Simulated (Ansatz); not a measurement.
# Ta4O: convergence and cost

This session on Ta4O sets out to see how the SCF method moves the results.

Program: Ansatz 0.2.0. Level of theory: DFT PBEsol, scalar-relativistic, plane waves, PAW. These are calculated values, not measurements.

## (1) The system as given

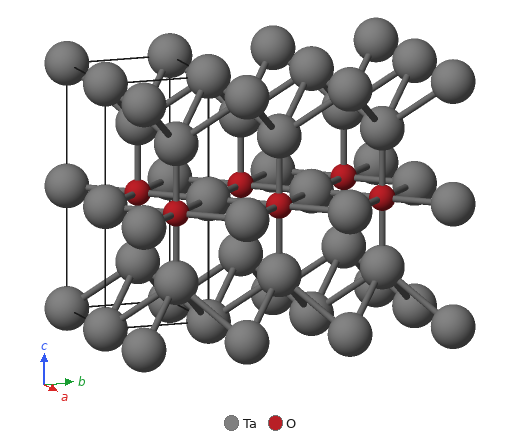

Start, viewed slightly off an axis; tantalum grey, oxygen red. 2×3×1 cells are drawn. Atoms on the faces are drawn again on the opposite ones.

Coordinates:

```
CELL_PARAMETERS angstrom
3.25750 0.00000 0.00000
0.00000 3.25750 0.00000
0.00000 0.00000 7.40934
ATOMIC_POSITIONS crystal
Ta 0.00000 0.00000 0.50000
Ta 0.50000 0.50000 0.78316
Ta 0.50000 0.50000 0.21684
Ta 0.00000 0.00000 0.00000
O 0.50000 0.50000 0.50000
```

The structure comes from the Materials Project (structure only); it is used as listed.

## (2) The base run, which the others are set against

The input, input.yaml:

```yaml
crystal:
  lattice:
    - [3.257497, 0.0, 0.0]
    - [0.0, 3.257497, 0.0]
    - [0.0, 0.0, 7.409341]
  atoms:
    - { symbol: Ta, position: [0.0, 0.0, 0.5] }
    - { symbol: Ta, position: [0.5, 0.5, 0.783158] }
    - { symbol: Ta, position: [0.5, 0.5, 0.216842] }
    - { symbol: Ta, position: [0.0, 0.0, 0.0] }
    - { symbol: O, position: [0.5, 0.5, 0.5] }
basis:
  ecutwfc: 420
kpoints:
  mp_grid: { grid: [12, 12, 6] }
hamiltonian:
  xc: pbesol
scf:
  occupations: { method: gaussian, width: 0.1 }
output:
  forces: true
  stress: true
  eigenvalues: true
  populations: true
  write_density: true
  write_potential: true
  elf: true
  volumetric_format: npy
```

It was run beforehand and gave: -7957.4753 eV/atom at zero smearing, pressure -8.16 GPa, largest force 0.094 eV/Å, no gap on the mesh, in 8 SCF cycles and 23 s.

## (3) SCF method set to broyden

input.yaml, as its differences from that of step 2:

```diff
@@ -19,2 +19,6 @@
   occupations: { method: gaussian, width: 0.1 }
+  mixing: { algorithm: broyden }
+  max_iter: 120
+  lower_state_search: "off"
+  initial_density: { chi_scale: 0, normalization: atom }
 output:
@@ -23,6 +27 @@
   eigenvalues: true
-  populations: true
-  write_density: true
-  write_potential: true
-  elf: true
-  volumetric_format: npy
```

Run with:

```console
$ ansatz run input.yaml --threads 1 --pin off --max-ram 2560MiB --backend cpu --events-out ev --progress --plain --runs-dir out
```

The program printed, cut to the lines that bear on the results:

```text
Warning: RAYON_NUM_THREADS=1 ignored (pool sized by the plan → 1); use --threads N
[...]
Pseudopotentials: kind: paw
Pseudopotential: Ta, paw, valence charge 13, recommended cutoff 420 eV (normal), Ta.paw.azcp
Pseudopotential: O, paw, valence charge 6, recommended cutoff 420 eV (normal), O.paw.azcp
Functional definition: PBEsol
[...]
Crystal: 5 atoms, lattice volume = 78.623 Å³
Basis set: ecut = 420 eV, 1569 PW (Γ), exchange–correlation on 48×48×100 points (8 copies of the dense FFT grid, shifted against one another)
Bands: 35, of which v1, the nominal top of the filled ones, is band 29 counted from 1 (28 counted from 0)
Symmetry: 16 space group operations
Space group: P4/mmm (ITA 123), of the structure as read, at distance tolerance 4.3e-5 Å
k-points: 112 of 864
[...]
SCF iter   1: F=—  HF=-39790.013596 eV  |F-HF|=—  |Δ(HF+E_count)|=         —  Δρ=7.98e-2  dr2=2.12e1  ethr=3.10e-3  ⟨swp⟩=4.5  Hψ=15275  notcnv=0
[...]
SCF iter  11: F=-39787.380861 eV  HF=-39787.380861 eV  |F-HF|=4.66e-10  |Δ(HF+E_count)|=   3.70e-8  Δρ=3.27e-6  dr2=4.67e-9  ethr=1.72e-10  ⟨swp⟩=11.3  Hψ=15721  notcnv=0
[...]
SCF converged after 11 iterations
Stability not checked: this state was not tested for a lower state beside it, because the mixer in use, unlike msr1, does not test its closes by its own steps (another_mixer; see scf.mixing.algorithm and scf.lower_state_search)
Free energy (F): -39787.380861 eV
[...]
E sigma→0 (E₀):  -39787.376402 eV
Entropy (-TS):   -0.008918 eV (-1.784 meV/atom)
Fermi energy:    18.587593 eV
[...]
--- Forces (eV/Å), atoms counted from 1 ---
  atom   1  Ta     0.00000000     0.00000000     0.00000000
  atom   2  Ta     0.00000000     0.00000000    -0.09421414
  atom   3  Ta     0.00000000     0.00000000     0.09421414
  atom   4  Ta    -0.00000000     0.00000000     0.00000000
  atom   5  O      0.00000000    -0.00000000     0.00000000
[...]
--- Stress (GPa, compression-positive) ---
       -7.944801       0.000000       0.000000
        0.000000      -7.944801       0.000000
        0.000000       0.000000      -8.600391
  P = ⅓ Tr σ = -8.1633 GPa (-81.633 kbar)
--- Band table (eV; the first three rows and the last of 112) ---
[...]
```

Run time: 22 s. Hardware: 1 thread of Arm Neoverse V1, shared host; peak memory 0.45 GiB.

Read-out: -7957.4753 eV/atom at zero smearing, pressure -8.16 GPa, largest force 0.094 eV/Å and no gap on the mesh.

## (4) SCF method: msr1

input.yaml, as its differences from that of step 3:

```diff
@@ -19,3 +19,3 @@
   occupations: { method: gaussian, width: 0.1 }
-  mixing: { algorithm: broyden }
+  mixing: { algorithm: msr1 }
   max_iter: 120
```

Run with:

```console
$ ansatz run input.yaml --threads 1 --pin off --max-ram 2560MiB --backend cpu --events-out ev --progress --plain --runs-dir out
```

The program printed, cut to the lines that bear on the results:

```text
Warning: RAYON_NUM_THREADS=1 ignored (pool sized by the plan → 1); use --threads N
[...]
[... 4 set-up lines as earlier in the session ...]
[...]
Crystal: 5 atoms, lattice volume = 78.623 Å³
Basis set: ecut = 420 eV, 1569 PW (Γ), exchange–correlation on 48×48×100 points (8 copies of the dense FFT grid, shifted against one another)
Bands: 35, of which v1, the nominal top of the filled ones, is band 29 counted from 1 (28 counted from 0)
[... 2 set-up lines as earlier in the session ...]
k-points: 112 of 864
[...]
SCF iter   1: F=—  HF=-39790.013511 eV  |F-HF|=—  |Δ(HF+E_count)|=         —  Δρ=7.98e-2  dr2=2.12e1  ethr=3.10e-3  ⟨swp⟩=4.5  Hψ=15275  notcnv=0
[...]
SCF iter  10: F=-39787.380861 eV  HF=-39787.380861 eV  |F-HF|=6.25e-9  |Δ(HF+E_count)|=   3.89e-8  Δρ=1.98e-6  dr2=7.61e-9  ethr=1.72e-10  ⟨swp⟩=11.3  Hψ=16101  notcnv=0
[...]
SCF converged after 10 iterations
Free energy (F): -39787.380861 eV
[...]
E sigma→0 (E₀):  -39787.376402 eV
Entropy (-TS):   -0.008918 eV (-1.784 meV/atom)
Fermi energy:    18.587596 eV
[...]
--- Forces (eV/Å), atoms counted from 1 ---
  atom   1  Ta     0.00000000     0.00000000     0.00000000
  atom   2  Ta     0.00000000     0.00000000    -0.09416469
  atom   3  Ta     0.00000000     0.00000000     0.09416469
  atom   4  Ta     0.00000000     0.00000000     0.00000000
  atom   5  O      0.00000000     0.00000000     0.00000000
[...]
--- Stress (GPa, compression-positive) ---
       -7.944711       0.000000       0.000000
        0.000000      -7.944711       0.000000
        0.000000       0.000000      -8.600791
  P = ⅓ Tr σ = -8.1634 GPa (-81.634 kbar)
--- Band table (eV; the first three rows and the last of 112) ---
[...]
```

Wall time 20 s (1 thread of Arm Neoverse V1, shared host); peak memory 0.45 GiB.

Read-out: -7957.4753 eV/atom at zero smearing, pressure -8.16 GPa, largest force 0.094 eV/Å and no gap on the mesh.

## (5) SCF method: direct-min

input.yaml, as its differences from that of step 4:

```diff
@@ -19,6 +19,3 @@
   occupations: { method: gaussian, width: 0.1 }
-  mixing: { algorithm: msr1 }
-  max_iter: 120
-  lower_state_search: "off"
-  initial_density: { chi_scale: 0, normalization: atom }
+  algorithm: direct_min
 output:
```

Run with:

```console
$ ansatz run input.yaml --threads 1 --pin off --max-ram 2560MiB --backend cpu --events-out ev --progress --plain --runs-dir out
```

The program printed, cut to the lines that bear on the results:

```text
Warning: RAYON_NUM_THREADS=1 ignored (pool sized by the plan → 1); use --threads N
[...]
[... 4 set-up lines as earlier in the session ...]
[...]
Crystal: 5 atoms, lattice volume = 78.623 Å³
Basis set: ecut = 420 eV, 1569 PW (Γ), exchange–correlation on 48×48×100 points (8 copies of the dense FFT grid, shifted against one another)
Bands: 35, of which v1, the nominal top of the filled ones, is band 29 counted from 1 (28 counted from 0)
[... 2 set-up lines as earlier in the session ...]
k-points: 112 of 864
[...]
SCF iter   1: F=—  HF=-39787.446459 eV  |F-HF|=—  |Δ(HF+E_count)|=         —  Δρ=1.65e-2  dr2=5.46e-1  ethr=1.77e-3  ⟨swp⟩=5.2  Hψ=15704  notcnv=0
[...]
SCF converged after 7 iterations
Stability not checked: this state was not tested for a lower state beside it, because a direct minimisation reached the state, and no test of it is asked (direct_minimisation; see scf.lower_state_search)
Free energy (F): -39787.380861 eV
[...]
E sigma→0 (E₀):  -39787.376402 eV
Entropy (-TS):   -0.008918 eV (-1.784 meV/atom)
Fermi energy:    18.587589 eV
[...]
--- Forces (eV/Å), atoms counted from 1 ---
  atom   1  Ta     0.00000000     0.00000000     0.00000000
  atom   2  Ta     0.00000000     0.00000000    -0.09415131
  atom   3  Ta     0.00000000     0.00000000     0.09415131
  atom   4  Ta     0.00000000     0.00000000     0.00000000
  atom   5  O      0.00000000    -0.00000000     0.00000000
[...]
--- Stress (GPa, compression-positive) ---
       -7.944728       0.000000       0.000000
        0.000000      -7.944728       0.000000
        0.000000       0.000000      -8.600244
  P = ⅓ Tr σ = -8.1632 GPa (-81.632 kbar)
--- Band table (eV; the first three rows and the last of 112) ---
[...]
```

Run time: 95 s. Hardware: 1 thread of Arm Neoverse V1, shared host; peak memory 0.9 GiB.

This run gives -7957.4753 eV/atom at zero smearing, pressure -8.16 GPa, largest force 0.094 eV/Å and no gap on the mesh.

## (6) SCF method set to davidson

input.yaml, as its differences from that of step 5:

```diff
@@ -19,3 +19,3 @@
   occupations: { method: gaussian, width: 0.1 }
-  algorithm: direct_min
+  eigensolver: { kind: davidson }
 output:
```

Run with:

```console
$ ansatz run input.yaml --threads 1 --pin off --max-ram 2560MiB --backend cpu --events-out ev --progress --plain --runs-dir out
```

The program printed, cut to the lines that bear on the results:

```text
Warning: RAYON_NUM_THREADS=1 ignored (pool sized by the plan → 1); use --threads N
[...]
[... 4 set-up lines as earlier in the session ...]
[...]
Crystal: 5 atoms, lattice volume = 78.623 Å³
Basis set: ecut = 420 eV, 1569 PW (Γ), exchange–correlation on 48×48×100 points (8 copies of the dense FFT grid, shifted against one another)
Bands: 35, of which v1, the nominal top of the filled ones, is band 29 counted from 1 (28 counted from 0)
[... 2 set-up lines as earlier in the session ...]
k-points: 112 of 864
[...]
SCF iter   1: F=—  HF=-39787.446558 eV  |F-HF|=—  |Δ(HF+E_count)|=         —  Δρ=1.65e-2  dr2=5.45e-1  ethr=1.77e-3  ⟨swp⟩=5.2  Hψ=15704  notcnv=0
[...]
the search or the solves at the SCF's close seem to have found levels that the self-consistency loop had missed (the run counts 2). By its estimate they hold under 1e-12 electrons; where the run keeps them, the occupations were computed again with them
[...]
SCF converged after 8 iterations
Free energy (F): -39787.380861 eV
[...]
E sigma→0 (E₀):  -39787.376402 eV
Entropy (-TS):   -0.008918 eV (-1.784 meV/atom)
Fermi energy:    18.587599 eV
[...]
--- Forces (eV/Å), atoms counted from 1 ---
  atom   1  Ta     0.00000000     0.00000000     0.00000000
  atom   2  Ta     0.00000000     0.00000000    -0.09401461
  atom   3  Ta     0.00000000     0.00000000     0.09401461
  atom   4  Ta    -0.00000000     0.00000000     0.00000000
  atom   5  O      0.00000000     0.00000000     0.00000000
[...]
--- Stress (GPa, compression-positive) ---
       -7.944710       0.000000       0.000000
        0.000000      -7.944710       0.000000
        0.000000       0.000000      -8.600922
  P = ⅓ Tr σ = -8.1634 GPa (-81.634 kbar)
--- Band table (eV; the first three rows and the last of 112) ---
[...]
```

It took 26 s on 1 thread of Arm Neoverse V1, shared host; peak memory 0.43 GiB.

This run gives -7957.4753 eV/atom at zero smearing, pressure -8.16 GPa, largest force 0.094 eV/Å and no gap on the mesh.

## (7) The sweep of the SCF method side by side

Broyden and MSR1 are mixers and start from plain atomic densities here; direct minimisation and the Davidson eigensolver start from the program's default start, so the two pairs are not like for like.

| SCF method | converged | SCF cycles | energy above the lowest (meV/atom) | CPU time |
| --- | --- | --- | --- | --- |
| broyden | yes | 11 | 0.00 | 22 s |
| msr1 | yes | 10 | 0.00 | 20 s |
| direct-min | yes | 7 | 0.00 | 95 s |
| davidson | yes | 8 | 0.00 | 26 s |

The times were taken beside other jobs on the same host; read them as orders of magnitude.

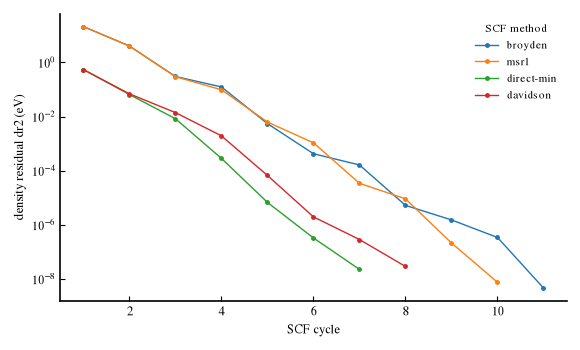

Density residual by cycle (the first 60 at most).

## (8) Summary of results

```
                 quantity              value
fewest cycles, SCF method  7 with direct-min
```

What this shows: Cycles by SCF method: 7 for direct-min, up to 11 for broyden. Cycles differ in cost: the least time, 20 s, goes to msr1, and the two pairs had different starts. The converged energies agree, as they must where the state is the same. The listed cell is far from this method's equilibrium (-8.2 GPa, forces up to 0.09 eV/Å), so its values are not those of the relaxed crystal. The runs treat Ta without spin-orbit coupling.
